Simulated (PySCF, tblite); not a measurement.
# B3H3O3, a small molecule taken as a stand-in for a surface group (boron oxide ring): NMR shifts, core binding energies and electronic excitations

What NMR shifts, core binding energies and electronic excitations should one expect for `B1OBOBO1`?

Programs: tblite 0.8.0 and PySCF 2.14.0. All values are calculated, for the isolated system unless a continuum is named. Atoms count from 0, parts from 1.

## 1. The system as given

9 atoms, charge 0, multiplicity 1; geometry: distance geometry start.

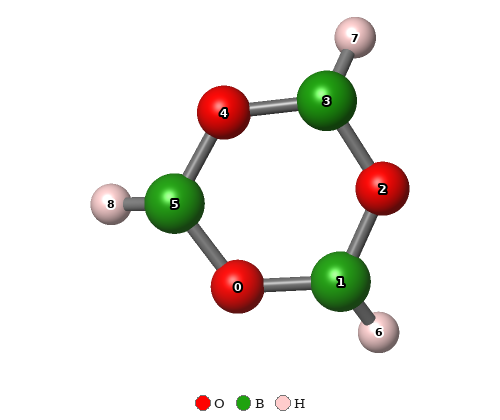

The starting geometry (oxygen red, boron green, hydrogen pink), atoms numbered.

## 2. Relaxing the cluster with GFN2-xTB

Job settings and geometry (Å):

```
{"job": {"kind": "relax", "xc": "GFN2-xTB", "basis": "xTB"}, "charge": 0, "multiplicity": 1}
O      0.206295     0.771093    -1.068804
B     -1.206203     0.518590    -0.659090
O     -1.423951    -0.389257     0.495301
B     -0.300395    -1.060614     1.250743
O      1.084134    -0.763005     0.755565
B      1.413910     0.143166    -0.403048
H     -1.969164     0.420841    -1.534029
H     -0.481268    -2.156758     1.575352
H      2.260386    -0.193222    -1.084779
```

Method: GFN2-xTB geometry optimisation, gas phase.

The run is started by

```
$ OMP_NUM_THREADS=1 python cluster_run.py task.json out
```

This one command runs all jobs of the session in turn.

The log of the run:

```text
step      E/eV     max force
  0    -479.04784    5.734
  1    -480.28601    3.150
  2    -481.10574    2.406
  3    -481.29102    1.204
  4    -481.38539    0.694
  5    -481.45477    0.529
  6    -481.48925    0.545
  7    -481.55303    0.598
  8    -481.62869    0.985
  9    -481.72801    1.284
 10    -481.78353    0.856
 11    -481.82263    0.292
 12    -481.83079    0.217
 13    -481.83420    0.151
 14    -481.83484    0.068
 15    -481.83502    0.027
 16    -481.83509    0.027
 17    -481.83514    0.018
 18    -481.83516    0.014
 19    -481.83517    0.011
 20    -481.83519    0.009
 21    -481.83519    0.007
```

Wall time 0.41 s (1 thread of Arm Neoverse V1, shared host).

The steps of the relaxation:

```tsv
step	energy from step 0 (eV)	largest force (eV/Å)
0	0.0000	5.7338
1	-1.2382	3.1494
2	-2.0579	2.4062
3	-2.2432	1.2042
4	-2.3375	0.6933
5	-2.4069	0.5293
6	-2.4414	0.5444
7	-2.5052	0.5977
8	-2.5808	0.9849
9	-2.6802	1.2844
10	-2.7357	0.8559
11	-2.7748	0.2913
12	-2.7829	0.2170
13	-2.7864	0.1511
14	-2.7870	0.0674
15	-2.7872	0.0266
16	-2.7872	0.0270
17	-2.7873	0.0184
18	-2.7873	0.0137
19	-2.7873	0.0110
20	-2.7874	0.0092
21	-2.7874	0.0071
```

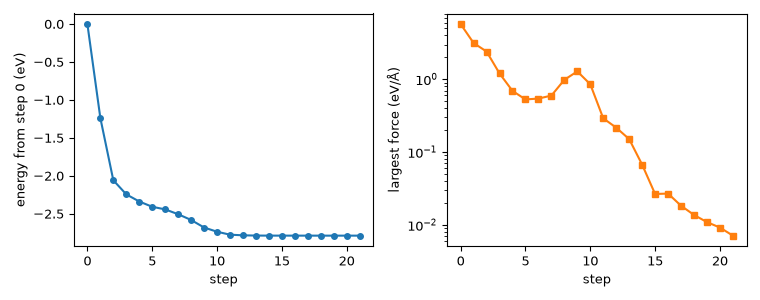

Energy and force, step by step.

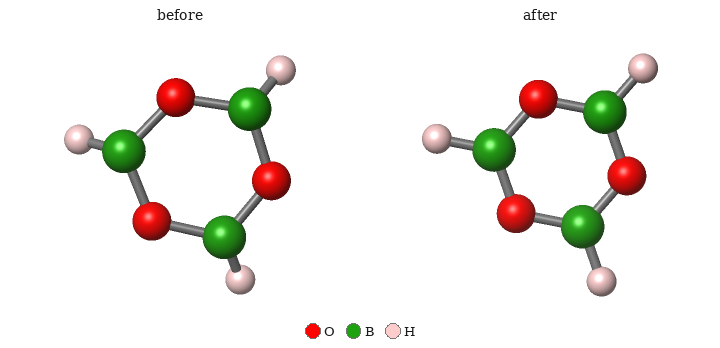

Before and after, at one scale.

Distances of close pairs at the start and the end, largest changes first:

```tsv
bond	before (Å)	after (Å)	change (Å)
O0–B5	1.515	1.360	-0.155
O2–B3	1.511	1.360	-0.151
O4–B5	1.507	1.360	-0.147
B3–O4	1.500	1.360	-0.140
O0–B1	1.492	1.360	-0.132
B1–O2	1.485	1.360	-0.125
B5–H8	1.138	1.170	+0.032
B3–H7	1.157	1.170	+0.012
```

## 3. Geometry optimisation at PBE0-D3(BJ)/def2-SVP

Job settings and geometry (Å):

```
{"job": {"xc": "PBE0", "basis": "def2-SVP", "d3": "d3bj", "grid": 2, "kind": "geom", "shake": 0.01}, "charge": 0, "multiplicity": 1}
O      0.251415     0.802606    -1.048243
B     -1.050113     0.578625    -0.650772
O     -1.294360    -0.248191     0.396100
B     -0.198039    -0.827487     1.050116
O      1.040336    -0.589150     0.637281
B      1.272213     0.251342    -0.407377
H     -1.932883     1.082382    -1.205811
H     -0.415197    -1.537875     1.953903
H      2.370877     0.464599    -0.733746
```

The log of the run:

```text
step   0  E = -301.73684801  max force = 0.038586
step   1  E = -301.74226269  max force = 0.012959
step   2  E = -301.74255436  max force = 0.004282
step   3  E = -301.74259929  max force = 0.001706
step   4  E = -301.74261184  max force = 0.000506
step   5  E = -301.74261343  max force = 0.000279
optimisation converged
```

Wall time 26 s (1 thread of Arm Neoverse V1, shared host); peak memory 0.52 GiB.

Relaxation path:

```tsv
step	energy from step 0 (eV)	largest force component (eV/Å)
0	0.0000	1.9842
1	-0.1473	0.6664
2	-0.1553	0.2202
3	-0.1565	0.0877
4	-0.1568	0.0260
5	-0.1569	0.0143
```

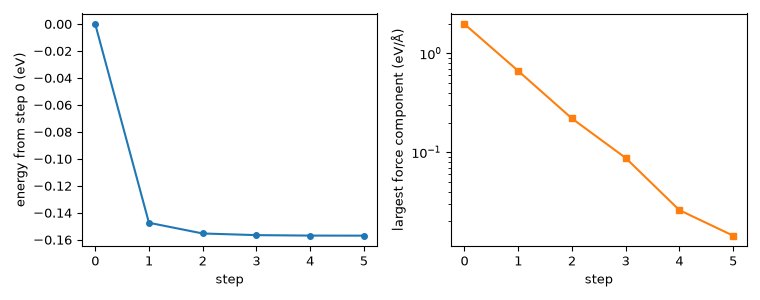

Energy and force, step by step.

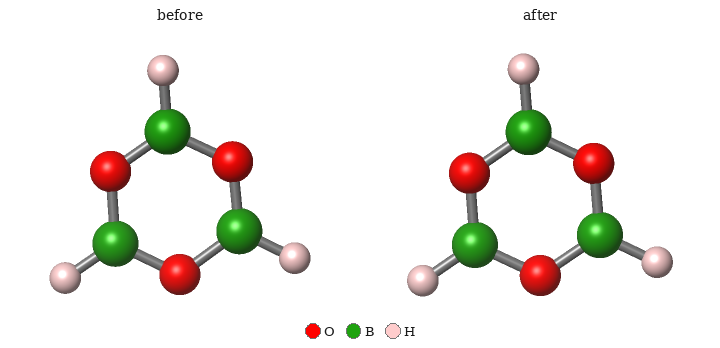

Before and after, at one scale.

Close pairs (by a distance rule), those that changed most:

```tsv
bond	before (Å)	after (Å)	change (Å)
O0–B5	1.325	1.371	+0.046
B1–H6	1.158	1.202	+0.044
B3–O4	1.327	1.371	+0.044
B5–H8	1.166	1.202	+0.036
B3–H7	1.170	1.202	+0.032
O2–B3	1.402	1.371	-0.031
B1–O2	1.356	1.371	+0.015
O4–B5	1.361	1.371	+0.010
```

The final coordinates are the input of the step that follows.

```tsv
at the end point	value
point group (found at 0.08 Å tolerance)	D3h
rotational constants (GHz, main isotopes)	5.873, 5.871, 2.936
dipole moment (D)	0.00
```

## 4. Nuclear shieldings: PBE0/pcSseg-2

Job settings and geometry (Å):

```
{"job": {"kind": "nmr", "xc": "PBE0", "basis": "pcSseg-2"}, "charge": 0, "multiplicity": 1}
O      0.235071     0.825920    -1.058071
B     -1.055686     0.585186    -0.663936
O     -1.289804    -0.252916     0.395483
B     -0.248289    -0.851418     1.056241
O      1.036967    -0.603721     0.649648
B      1.285920     0.233935    -0.406425
H     -1.973366     1.103883    -1.240968
H     -0.460645    -1.585548     1.983502
H      2.414750     0.448421    -0.757925
```

With the program's defaults for keys left out, this is: GIAO PBE0/pcSseg-2 NMR shielding, non-relativistic, gas phase.

The log of the run:

```text
coarse grid: 8376 points
cycle   1  E = -301.9160392001  dE =  9.966e-01  |g| = 9.839e-01  |ddm| = 2.062e+00
cycle   2  E = -301.7231122986  dE =  1.929e-01  |g| = 1.432e+00  |ddm| = 1.048e+00
cycle   3  E = -302.0800489628  dE = -3.569e-01  |g| = 4.361e-02  |ddm| = 6.389e-01
cycle   4  E = -302.0804025558  dE = -3.536e-04  |g| = 1.190e-02  |ddm| = 2.793e-02
cycle   5  E = -302.0804263617  dE = -2.381e-05  |g| = 1.681e-03  |ddm| = 9.005e-03
cycle   6  E = -302.0804270256  dE = -6.639e-07  |g| = 4.915e-04  |ddm| = 1.916e-03
final grid: 83368 points
cycle   7  E = -302.0791606831  dE = -1.171e-04  |g| = 5.631e-03  |ddm| = 4.405e-02
cycle   8  E = -302.0791566525  dE =  4.031e-06  |g| = 7.553e-03  |ddm| = 5.336e-03
cycle   9  E = -302.0791658988  dE = -9.246e-06  |g| = 4.222e-04  |ddm| = 3.126e-03
cycle  10  E = -302.0791659306  dE = -3.186e-08  |g| = 2.034e-04  |ddm| = 4.421e-04
cycle  11  E = -302.0791659374  dE = -6.764e-09  |g| = 9.056e-05  |ddm| = 1.371e-04
cycle  12  E = -302.0791659388  dE = -1.432e-09  |g| = 1.348e-05  |ddm| = 4.650e-05
cycle  13  E = -302.0791659388  dE = -3.024e-11  |g| = 6.801e-07  |ddm| = 6.737e-06
converged SCF energy = -302.0791659388

GIAO shielding tensors (ppm)
atom      isotropic    diamagn.    paramagn.     s11        s22        s33       span
  0 O      108.751     390.563    -281.812    -85.487     83.190    328.549    414.037
  1 B       72.296     197.093    -124.797     56.270     67.278     93.340     37.070
  2 O      108.718     390.540    -281.822    -85.514     83.191    328.477    413.992
  3 B       72.307     197.090    -124.783     56.283     67.288     93.351     37.068
  4 O      108.893     390.548    -281.655    -85.233     83.279    328.633    413.866
  5 B       72.300     197.084    -124.785     56.270     67.279     93.349     37.079
  6 H       26.585      28.915      -2.330     23.399     26.528     29.828      6.429
  7 H       26.587      28.915      -2.328     23.400     26.531     29.832      6.432
  8 H       26.588      28.928      -2.340     23.399     26.532     29.832      6.432
```

It took 31 s on 1 thread of Arm Neoverse V1, shared host; peak memory 1 GiB.

The references, computed at this level on geometries of the same kind, shield at (ppm): ¹H TMS 31.25, ¹⁷O H2O 328.2, ¹¹B BF3·OEt2 99.1. Their shielding less the atom's gives the shift. The references are single molecules in the gas phase, so shifts against H2O, NH3, PH3, H3PO4 or CFCl3 are not on the usual liquid scales and can be off by tens of ppm. Atoms listed in one row are averaged.

```tsv
atoms	environment	σ (ppm)	δ (ppm)
H6, H7, H8	hydrogen on a boron bonded to 2 O	26.59	4.66
O0, O2, O4	oxygen bonded to 2 B	108.8	219.4
B1, B3, B5	boron bonded to 2 O, H	72.3	26.8
```

The run also stored atomic charges by several schemes (e):

```tsv
atoms	Mulliken	IAO	Hirshfeld	ESP fit
O0, O2, O4	-0.50	-0.44	-0.22	-0.73
B1, B3, B5	0.57	0.43	0.26	0.91
```

Hirshfeld charges:

```tsv
atom	value (e)
O0	-0.22
B1	0.26
O2	-0.22
B3	0.26
O4	-0.22
B5	0.26
H6	-0.04
H7	-0.04
H8	-0.04
```

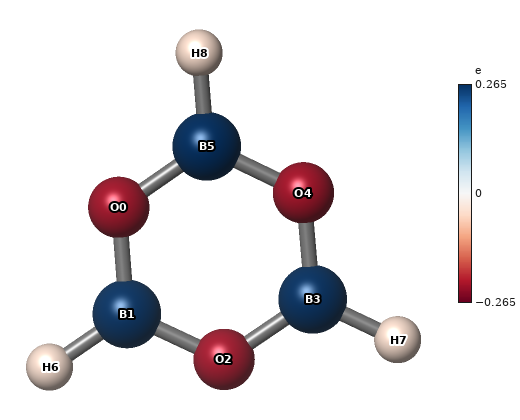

Hirshfeld charges, as colours on the atoms.

Mayer bond orders: O0–B1 1.11, B1–O2 1.11, O2–B3 1.11, B3–O4 1.11, O4–B5 1.11, B5–O0 1.11.

Ring of atoms O0, B1, O2, B3, O4, B5: NICS(0) 0.1, NICS(1) -1.9, NICS(1)zz -2.8 ppm (means of both faces).

Orbitals, density, ELF and potential are computed afterwards from the orbital file.

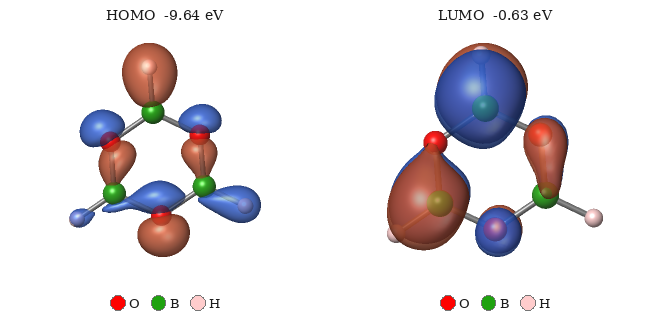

Frontier orbitals at PBE0/pcSseg-2; each surface holds 70 % of the orbital's density, blue and red mark the sign.

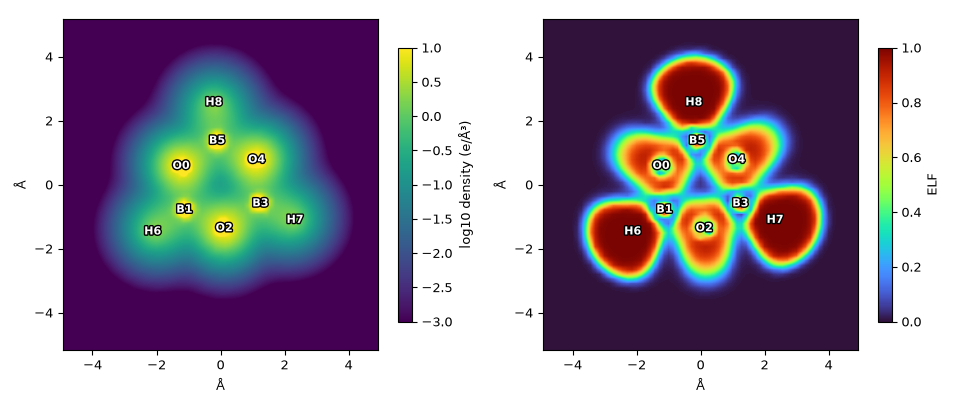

Density (left) and ELF (right) in a plane through or near 9 of the atoms.

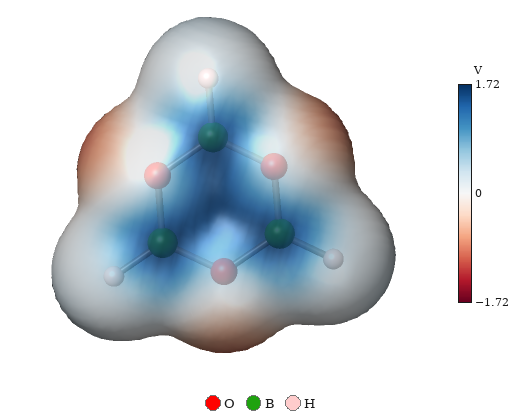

The potential that a unit positive charge feels on the 0.002 e/bohr³ surface, from -0.86 V near O2 to 1.72 V near B3.

## 5. Core holes by ΔSCF: SCAN, X2C

Settings changed since step 4:

```diff
@@ -1,2 +1,2 @@
-{"job": {"kind": "nmr", "xc": "PBE0", "basis": "pcSseg-2"}, "charge": 0, "multiplicity": 1}
+{"job": {"kind": "xps", "holes": 5}, "charge": 0, "multiplicity": 1}
 O      0.235071     0.825920    -1.058071
```

Level: delta-SCF UKS SCAN, pcX-2 on the ionised atom, pcseg-1 elsewhere, spin-free X2C.

The log of the run:

```text
ground state, core basis on atom 4 (O), 130 functions
  cycle   1  E = -302.15687530  |g| = 1.03e+00
  cycle   2  E = -301.73952770  |g| = 1.80e+00
  cycle   3  E = -302.33653892  |g| = 1.02e-01
  cycle   4  E = -302.33782159  |g| = 6.89e-02
  cycle   5  E = -302.33867728  |g| = 1.46e-02
  cycle   6  E = -302.33871471  |g| = 3.29e-03
  cycle   7  E = -302.33871533  |g| = 9.53e-04
  cycle   8  E = -302.33871651  |g| = 3.41e-04
  E(ground) = -302.34982971 Eh
hole in O 1s of atom 4
  cycle   1  E = -281.69716236  |g| = 2.22e+00
  cycle   2  E = -281.19592855  |g| = 2.23e+00
  cycle   3  E = -282.39903664  |g| = 5.58e-01
  cycle   4  E = -282.43315222  |g| = 4.46e-01
  cycle   5  E = -282.50903176  |g| = 4.63e-02
  cycle   6  E = -282.50973403  |g| = 7.33e-03
  cycle   7  E = -282.50974502  |g| = 5.51e-03
  cycle   8  E = -282.50975551  |g| = 2.70e-03
  cycle   9  E = -282.50975772  |g| = 4.82e-04
  E(ion) = -282.52111667 Eh   <S^2> = 0.7611   hole on atom = 1.000   binding energy = 539.567 eV
ground state, core basis on atom 5 (B), 130 functions
  cycle   1  E = -302.30503565  |g| = 1.13e-01
  cycle   2  E = -302.30039427  |g| = 1.90e-01
  cycle   3  E = -302.30694384  |g| = 1.89e-02
  cycle   4  E = -302.30698430  |g| = 1.33e-02
  cycle   5  E = -302.30701875  |g| = 2.34e-03
  cycle   6  E = -302.30701916  |g| = 3.10e-04
  E(ground) = -302.32159662 Eh
hole in B 1s of atom 5
  cycle   1  E = -294.62773568  |g| = 1.17e+00
  cycle   2  E = -292.61833666  |g| = 2.01e+00
  cycle   3  E = -294.80008715  |g| = 6.59e-01
  cycle   4  E = -294.96777804  |g| = 3.39e-01
  cycle   5  E = -295.00459804  |g| = 1.47e-01
  cycle   6  E = -295.01241517  |g| = 4.04e-02
  cycle   7  E = -295.01299123  |g| = 1.59e-02
  cycle   8  E = -295.01308320  |g| = 4.22e-03
  cycle   9  E = -295.01309590  |g| = 1.39e-03
  cycle  10  E = -295.01309606  |g| = 1.82e-03
  cycle  11  E = -295.01309669  |g| = 5.78e-04
  cycle  12  E = -295.01309775  |g| = 7.95e-05
  E(ion) = -295.02817159 Eh   <S^2> = 0.7763   hole on atom = 1.000   binding energy = 198.464 eV
```

Run time: 9 s. Hardware: 1 thread of Arm Neoverse V1, shared host; peak memory 0.46 GiB.

The holes in one table. −ε is the ground-state orbital energy:

```tsv
hole	stands for	environment	ΔSCF (eV)	−ε (eV)	⟨S²⟩
O1s on O4	O0, O2, O4	oxygen bonded to 2 B	539.57	517.7	0.761
B1s on B5	B1, B3, B5	boron bonded to 2 O, H	198.46	182.0	0.776
```

Each hole run stands for the others of its class of like atoms.

## 6. TDDFT and polarisability: CAM-B3LYP/def2-SVPD

Settings changed since step 5:

```diff
@@ -1,2 +1,2 @@
-{"job": {"kind": "xps", "holes": 5}, "charge": 0, "multiplicity": 1}
+{"job": {"kind": "uv", "xc": "CAM-B3LYP", "basis": "def2-SVPD", "nstates": 6, "ntriplets": 2, "ip": true}, "charge": 0, "multiplicity": 1}
 O      0.235071     0.825920    -1.058071
```

Method: TDDFT CAM-B3LYP/def2-SVPD, vertical, gas phase, core orbitals frozen in the response.

The log of the run:

```text
coarse grid: 8376 points
cycle   1  E = -301.7345721313  dE =  1.103e+00  |g| = 9.797e-01  |ddm| = 5.280e+00
cycle   2  E = -301.6659245422  dE =  6.865e-02  |g| = 1.198e+00  |ddm| = 2.505e+00
cycle   3  E = -301.9169823214  dE = -2.511e-01  |g| = 3.788e-02  |ddm| = 1.329e+00
cycle   4  E = -301.9173837852  dE = -4.015e-04  |g| = 1.465e-02  |ddm| = 1.908e-01
cycle   5  E = -301.9174345473  dE = -5.076e-05  |g| = 1.206e-03  |ddm| = 3.513e-02
cycle   6  E = -301.9174351328  dE = -5.856e-07  |g| = 4.163e-04  |ddm| = 6.950e-03
final grid: 83368 points
cycle   7  E = -301.9866963991  dE = -4.214e-05  |g| = 2.460e-03  |ddm| = 7.793e-02
cycle   8  E = -301.9866964198  dE = -2.075e-08  |g| = 2.583e-03  |ddm| = 8.749e-03
cycle   9  E = -301.9866975551  dE = -1.135e-06  |g| = 2.624e-04  |ddm| = 2.930e-03
cycle  10  E = -301.9866975668  dE = -1.172e-08  |g| = 1.144e-04  |ddm| = 5.785e-04
cycle  11  E = -301.9866975691  dE = -2.274e-09  |g| = 2.857e-05  |ddm| = 1.858e-04
cycle  12  E = -301.9866975693  dE = -1.584e-10  |g| = 4.612e-06  |ddm| = 5.724e-05
converged SCF energy = -301.9866975693

Static polarisability (au): isotropic 44.707, principal 33.596 50.260 50.264

Singlet excitations
state   eV       nm        f      main configurations
  1   7.6131    162.9   0.00000   H->L+1 0.34, H-1->L 0.32, H->L 0.12
  2   7.6713    161.6   0.00006   H->L 0.47, H-1->L+1 0.43
  3   7.6716    161.6   0.00003   H->L+1 0.45, H-1->L 0.45
  4   7.6916    161.2   0.06825   H-1->L+1 0.38, H->L 0.32, H-1->L 0.13
  5   8.6296    143.7   0.00000   H-2->L+1 0.30, H-3->L 0.29, H-2->L 0.20
  6   9.0706    136.7   0.00000   H->L+5 0.46, H-5->L 0.15, H-6->L+1 0.15

Triplet excitations (Tamm-Dancoff, eV): 6.9964 7.1755
Vertical ionisation energy (delta-SCF) = 12.2718 eV
```

Wall time 36 s (1 thread of Arm Neoverse V1, shared host); peak memory 0.77 GiB.

The orbitals next to the gap, with their largest atomic shares:

```tsv
orbital	eV	atoms
HOMO−3	-12.54	O4 50 %, O0 26 %, B5 6 %
HOMO−2	-12.54	O2 49 %, O0 28 %, B1 6 %
HOMO−1	-11.19	O4 27 %, O0 22 %, B1 12 %
HOMO	-11.19	O2 30 %, O0 16 %, B5 13 %
LUMO	0.42	B5 31 %, B1 24 %, O0 13 %
LUMO+1	0.42	B3 36 %, B1 14 %, O2 12 %
LUMO+2	0.81	B5 29 %, B3 29 %, B1 29 %
```

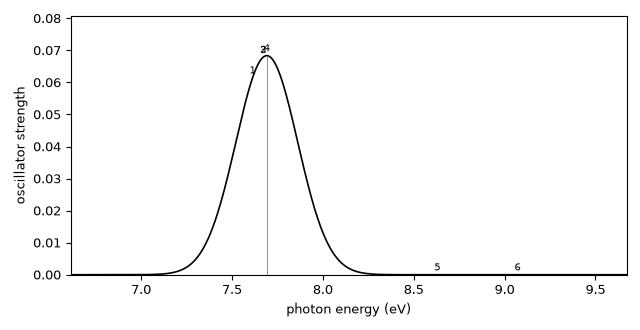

Absorption spectrum from the 6 singlet states computed; above the last one it falls off for lack of states. Lines are broadened to a width of 0.40 eV (Gaussian).

Further results of this job:

```tsv
property	computed
dipole moment (D)	0.00
polarisability (Å³)	6.62
HOMO–LUMO gap (eV)	11.61
−ε(HOMO) (eV)	11.19
```

## 7. Results

```
                                                                    quantity                        value
                                                                 point group                          D3h
                                        rotational constants (main isotopes)         5.87, 5.87, 2.94 GHz
      ¹H shifts against TMS (PBE0/pcSseg-2, means over atoms taken as alike)                     4.66 ppm
     ¹⁷O shifts against H2O (PBE0/pcSseg-2, means over atoms taken as alike)                    219.4 ppm
¹¹B shifts against BF3·OEt2 (PBE0/pcSseg-2, means over atoms taken as alike)                     26.8 ppm
  potential on the surface of density 0.002 e/bohr³, 1st and 99th percentile           -0.86 V and 1.72 V
                                            O1s binding energies, SCAN/pcX-2                 O4 539.57 eV
                                            B1s binding energies, SCAN/pcX-2                 B5 198.46 eV
                                        lowest singlet (CAM-B3LYP/def2-SVPD)  7.61 eV (163 nm), f = 0.000
                                    brightest single state of those computed  state 4, 7.69 eV, f = 0.068
                                                              lowest triplet                      7.00 eV
                                           vertical ionisation energy (ΔSCF)                     12.27 eV
```

The start of the PBE0/def2-SVP relaxation was shaken at random by about 0.01 Å, so part of the energy gained, and of the first lengths quoted, undoes that. Relaxing lowered the energy by 0.157 eV in 5 steps; the close pair that moved most is O0–B5, from 1.325 to 1.371 Å (PBE0/def2-SVP). No frequency check was run at this level, so the end point may be a saddle. At PBE0/pcSseg-2: Shielding is most anisotropic at O0, O2, O4 (span 414 ppm, paramagnetic term -282 ppm). The first singlet state (HOMO→LUMO+1 0.34, HOMO−1→LUMO 0.32) lies at 7.61 eV and is dark; of the 6 states computed, the strongest absorption comes from state 4 at 7.69 eV. The lowest triplet lies 0.62 eV below the lowest singlet (triplets in Tamm-Dancoff, singlets in full TDDFT). ΔSCF puts the ionisation energy at 12.27 eV, 1.08 eV above −ε(HOMO).
